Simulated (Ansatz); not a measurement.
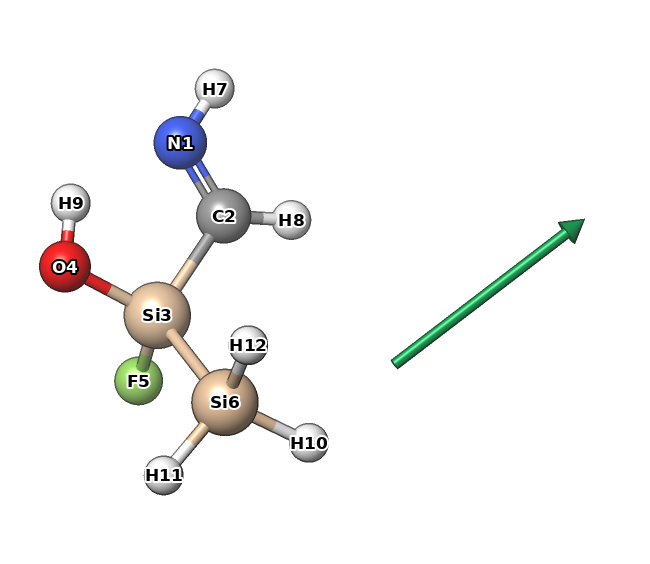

The arrow beside the molecule shows the direction of the dipole moment, from the negative to the positive end (its length means nothing). The geometry was computed by an optimisation with PBE-D4/def2-SVP. No frequency run is at hand to confirm it as a minimum. Level of theory: RKS PBE-D4/def2-SVP (Ansatz 0.2.0).

> Estimate the dipole moment.

3.26 D; it points from the side of H11 to the side of H7 (the outermost atoms at the two ends).
